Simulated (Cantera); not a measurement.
Input: 1 mol Si, a varied amount of HCl, held at 975 K and 1.33 mbar.

Equilibrium computed with Cantera from the NASA thermochemical tables; the gas is ideal and each condensed phase is pure. Candidate condensed phases: Si; 19 gas species. The tables' values for SiCl3 are old estimates; treat these amounts as uncertain. Kinetics and transport are ignored.

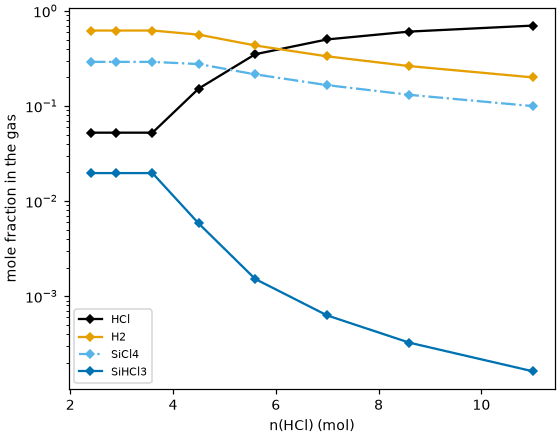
Fig. 1. Equilibrium gas composition (values under 1e-9 drawn at 1e-9)

From 2.4 mol HCl to 3.6 mol HCl the condensed part is Si(s). From 4.5 mol HCl to 11 mol HCl nothing is condensed. The main Si-bearing gas is SiCl4 throughout.
